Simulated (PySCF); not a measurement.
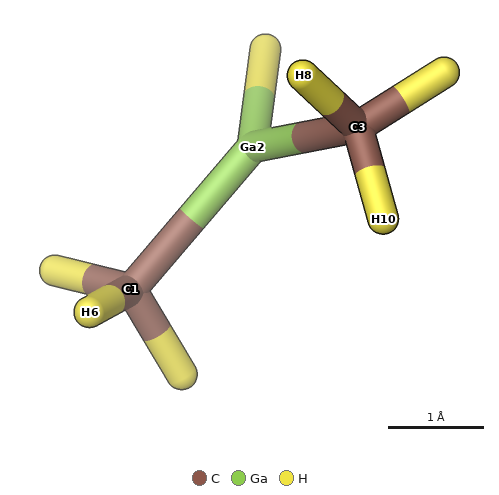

The structure as given in the input (stick view, seen at a tilt; atoms are numbered from 1 in the order of the input). Sticks mark near contacts.

## Single-point calculation of C₂H₇Ga

The run: single-point calculation of C₂H₇Ga, SMILES [CH3][GaH][CH3]. Method and program: MP2/pc-0, RHF (PySCF 2.14.0).

The geometry comes from this level: PBE0-D4/def2-TZVP.

## Input file (calc.py)
```python
from pyscf import gto, scf, mp

mol = gto.Mole()
mol.atom = '''
C     -1.063400     1.142800    -0.711800
Ga     0.649000     0.266100    -0.281300
C      0.681500    -1.321500     0.886900
H     -1.533700     0.614200    -1.548200
H     -0.935400     2.183800    -1.011500
H     -1.759700     1.095200     0.128600
H      1.997300     0.836500    -0.872600
H      0.687700    -0.994000     1.932300
H      1.569300    -1.935900     0.730500
H     -0.209600    -1.938300     0.750100
'''
mol.basis = 'pc-0'
mol.verbose = 4
mol.max_memory = 1860
mol.build()

mf = scf.RHF(mol)
mf.conv_tol = 1e-10
mf.kernel()
if not mf.converged:
    mf = mf.newton().run(mf.mo_coeff, mf.mo_occ)

pt = mp.MP2(mf, frozen=11).run()
e_final = pt.e_tot
print(f'total energy: {e_final:.8f} hartree')
```

Hardware: 1 thread of Arm Neoverse V1, 24 GiB of memory available, shared host.

Command:
```bash
OMP_NUM_THREADS=1 python calc.py
```

## The program's output
```
PySCF version 2.14.0

[INPUT] num. atoms = 10
[INPUT] num. electrons = 50
[INPUT] charge = 0
[INPUT] spin (= nelec alpha-beta = 2S) = 0
[INPUT] symmetry False subgroup None
[INPUT] Mole.unit = angstrom
[INPUT] Symbol           X                Y                Z      unit          X                Y                Z       unit  Magmom
[INPUT]  1 C     -1.063400000000   1.142800000000  -0.711800000000 AA   -2.009534760862   2.159579015153  -1.345107055465 Bohr   0.0
[INPUT]  2 Ga     0.649000000000   0.266100000000  -0.281300000000 AA    1.226432254843   0.502856121747  -0.531579958840 Bohr   0.0
[INPUT]  3 C      0.681500000000  -1.321500000000   0.886900000000 AA    1.287848353891  -2.497273073613   1.675998099877 Bohr   0.0
[INPUT]  4 H     -1.533700000000   0.614200000000  -1.548200000000 AA   -2.898272957245   1.160669785708  -2.925673986052 Bohr   0.0
[INPUT]  5 H     -0.935400000000   2.183800000000  -1.011500000000 AA   -1.767649816918   4.126783910825  -1.911457974998 Bohr   0.0
[INPUT]  6 H     -1.759700000000   1.095200000000   0.128600000000 AA   -3.325351061397   2.069628051624   0.243018779619 Bohr   0.0
[INPUT]  7 H      1.997300000000   0.836500000000  -0.872600000000 AA    3.774349988594   1.580755903199  -1.648975016295 Bohr   0.0
[INPUT]  8 H      0.687700000000  -0.994000000000   1.932300000000 AA    1.299564655863  -1.878387767818   3.651517790497 Bohr   0.0
[INPUT]  9 H      1.569300000000  -1.935900000000   0.730500000000 AA    2.965547207280  -3.658320804546   1.380444933995 Bohr   0.0
[INPUT] 10 H     -0.209600000000  -1.938300000000   0.750100000000 AA   -0.396086595709  -3.662856147244   1.417483566036 Bohr   0.0

nuclear repulsion = 182.323157345997
number of shells = 14
number of NR pGTOs = 98
number of NR cGTOs = 54
basis = pc-0
ecp = {}

******** <class 'pyscf.scf.hf.RHF'> ********
method = RHF
initial guess = minao
damping factor = 0
level_shift factor = 0
DIIS = <class 'pyscf.scf.diis.CDIIS'>
diis_start_cycle = 1
diis_space = 8
diis_damp = 0
SCF conv_tol = 1e-10
SCF conv_tol_grad = None
SCF max_cycles = 50
direct_scf = True
direct_scf_tol = 1e-13
Set gradient conv threshold to 1e-05
Initial guess from minao.
init E= -1998.20116464791
  HOMO = -0.301632862214143  LUMO = 0.0305853582113464  gap/eV = 9.04012
cycle= 1 E= -2001.29532193901  delta_E= -3.09  |g|= 0.267  |ddm|= 1.69e+03
  HOMO = -0.383444135212143  LUMO = 0.0822596558096809  gap/eV = 12.67245
cycle= 2 E= -2001.31076962972  delta_E= -0.0154  |g|= 0.0456  |ddm|= 0.415
  HOMO = -0.395346136249789  LUMO = 0.0798666825229799  gap/eV = 12.93120
cycle= 3 E= -2001.31185105871  delta_E= -0.00108  |g|= 0.0156  |ddm|= 0.104
  HOMO = -0.39100554628558  LUMO = 0.0811236073688537  gap/eV = 12.84729
cycle= 4 E= -2001.31195248468  delta_E= -0.000101  |g|= 0.00384  |ddm|= 0.0315
  HOMO = -0.391553329087719  LUMO = 0.0814534037419308  gap/eV = 12.87117
cycle= 5 E= -2001.31196145162  delta_E= -8.97e-06  |g|= 0.000614  |ddm|= 0.0104
  HOMO = -0.391438093486519  LUMO = 0.0815882356713065  gap/eV = 12.87170
cycle= 6 E= -2001.3119617765  delta_E= -3.25e-07  |g|= 0.000117  |ddm|= 0.00212
  HOMO = -0.391427874359713  LUMO = 0.0816034712846359  gap/eV = 12.87184
cycle= 7 E= -2001.31196178725  delta_E= -1.08e-08  |g|= 2.23e-05  |ddm|= 0.000354
  HOMO = -0.391423857898194  LUMO = 0.0816060391360907  gap/eV = 12.87180
cycle= 8 E= -2001.31196178765  delta_E= -3.98e-10  |g|= 2.34e-06  |ddm|= 8.02e-05
  HOMO = -0.391423737389765  LUMO = 0.0816061659191274  gap/eV = 12.87180
cycle= 9 E= -2001.31196178766  delta_E= -1.32e-11  |g|= 4.34e-07  |ddm|= 8.44e-06
  HOMO = -0.391423739944732  LUMO = 0.081606129113774  gap/eV = 12.87180
Extra cycle  E= -2001.31196178766  delta_E= 3.64e-12  |g|= 1.87e-07  |ddm|= 1.07e-06
converged SCF energy = -2001.31196178766

******** <class 'pyscf.mp.mp2.RMP2'> ********
nocc = 14, nmo = 43
frozen orbitals 11
E(RMP2) = -2001.52417085752  E_corr = -0.212209069860822
E(SCS-RMP2) = -2001.53230138856  E_corr = -0.220339600903487
E_corr(same-spin) = -0.0395899418417298
E_corr(oppo-spin) = -0.172619128019092
total energy: -2001.52417086 hartree
```

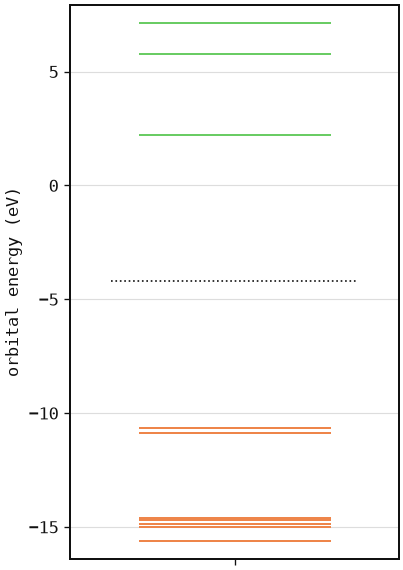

Orbital energies near the frontier (SCF reference); the dotted line parts filled from empty levels, and levels within 0.02 eV of each other stand side by side. Highest filled −10.65 eV, lowest empty 2.22 eV, 12.87 eV apart.

## Summary

- outcome: converged
- total energy: −2001.524171 hartree
- SCF energy: −2001.311962 hartree
- correlation energy: −0.212209 hartree
- basis functions: 54
- HOMO of the SCF reference: −10.65 eV
- LUMO of the SCF reference: 2.22 eV
- wall time: 1.2 s
- peak memory: 0.13 GiB
